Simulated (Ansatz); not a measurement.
## Electronic structure of C₆H₆ClF₉O₃Si (SMILES FC(F)(F)CO[Si](Cl)(OCC(F)(F)F)OCC(F)(F)F) in real space

```xyz
26

F    -1.3440    1.5991   -2.1093
C    -2.4925    1.1680   -1.5629
F    -3.3985    1.0776   -2.5393
F    -2.8976    2.1022   -0.7048
C    -2.3123   -0.1824   -0.9009
O    -1.3874   -0.1178    0.1386
Si    0.2380   -0.1978    0.1114
Cl    0.8277   -1.2853   -1.5062
O     0.9461    1.2508    0.0681
C     1.5700    1.9439   -0.9678
C     3.0389    2.1280   -0.6483
F     3.2251    2.8103    0.4818
F     3.6665    0.9566   -0.5220
F     3.6272    2.8065   -1.6412
O     0.6844   -0.8629    1.5156
C    -0.0769   -1.6197    2.4065
C    -0.1097   -3.0821    2.0126
F    -0.8128   -3.7728    2.9169
F    -0.6971   -3.2556    0.8204
F     1.1078   -3.6148    1.9398
H    -3.2801   -0.4846   -0.4958
H    -2.0139   -0.8947   -1.6761
H     1.5045    1.4205   -1.9254
H     1.1200    2.9334   -1.0725
H    -1.1122   -1.2724    2.4645
H     0.3787   -1.5540    3.3964
```

Geometry: PBE0-D4/def2-TZVP.

These are results of RKS PBE0-D4/def2-TZVPP in Ansatz, not measurements.

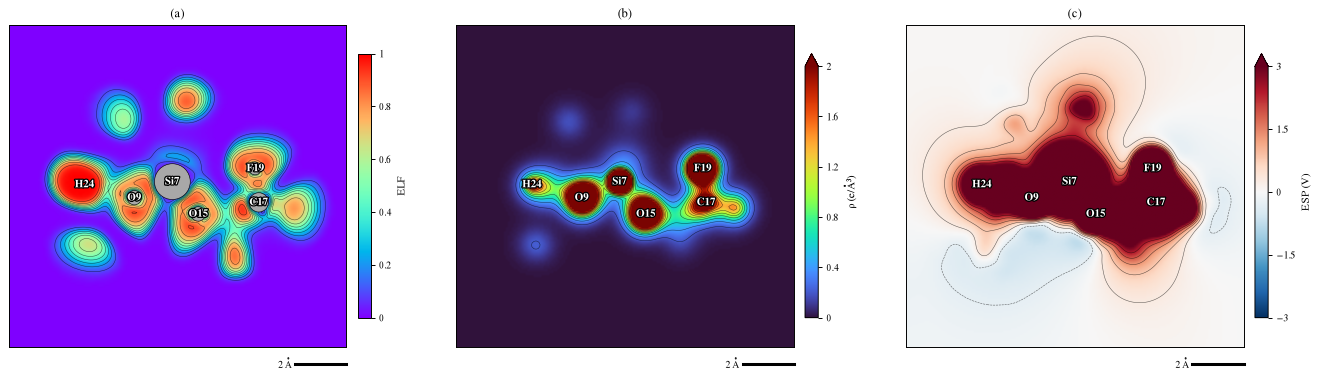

Figure 1. (a) ELF; (b) electron density; (c) electrostatic potential on the plane of atoms O9, Si7 and O15. Grey discs cover the atomic cores in the ELF map.

**Describe what can be read from this map.**

The section cuts through Si, O, C, F and H sites.
C–F (1.34 Å): ρ is about 2.4 e/Å³ halfway; the ELF peaks at about 0.85 between the atoms: a polar covalent bond.
Si–O (1.61 Å): ρ is about 1.2 e/Å³ halfway; the ELF peaks at about 0.90 between the atoms, as expected for a polar covalent bond.
The ELF also peaks beside O15, O9, F18 and F19, away from the bonds: lone-pair regions.
Outside the dense part of the molecule the potential is most negative (−0.8 V) near O15.

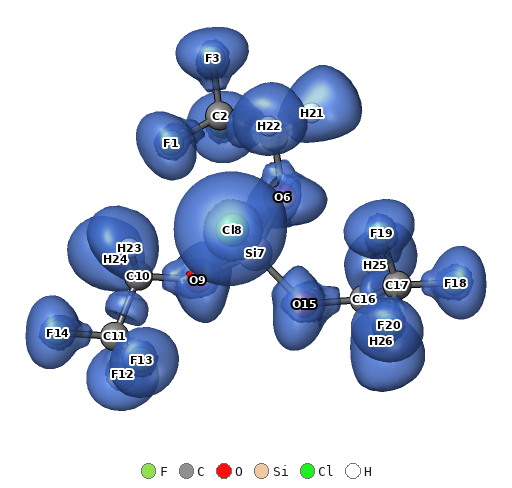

Figure 2. Isosurface of the ELF at 0.75 (blue), seen at an oblique angle. Core shells and regions of very low density are left out.

**Identify the bonds, lone pairs and shells in this picture.**

The surface consists of three regions between bonded C–C atoms (shared pairs), six regions around hydrogen nuclei, one region on Cl in which the atom's valence shell and bonds are merged, nine regions on F in which the atom's valence shell and bonds are merged and three regions on O in which the atom's valence shell and bonds are merged. Profiles from the grid: C–F (1.33 Å): the ELF peaks at about 0.85 between the atoms: a polar covalent bond. C–O (1.39 Å): the ELF peaks at about 0.90 between the atoms: a polar covalent bond.

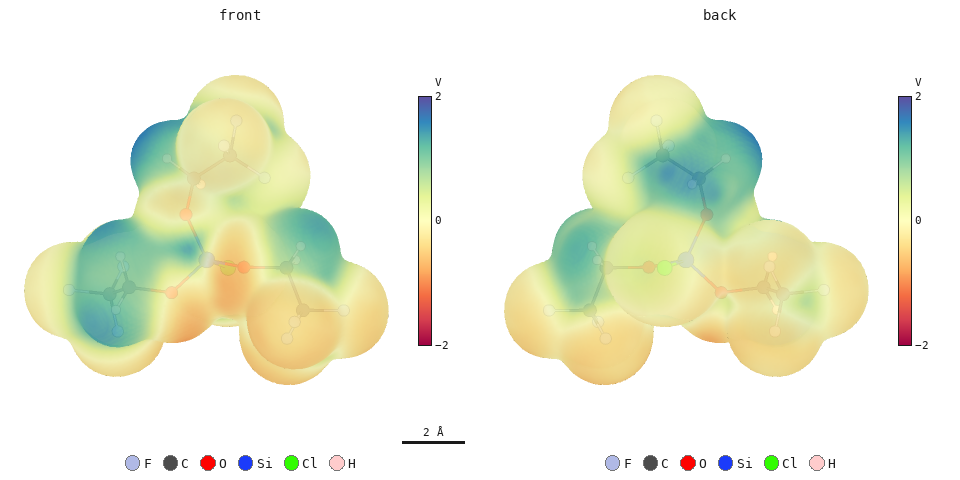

Figure 3. The electrostatic potential painted on the density surface at 0.002 e/bohr³, seen from the front and from behind; red is negative and blue positive.

**Describe the electrostatic potential map.**

The most negative region (about −0.7 V) lies over O9 and O15, the most positive (about +1.6 V) over H21.
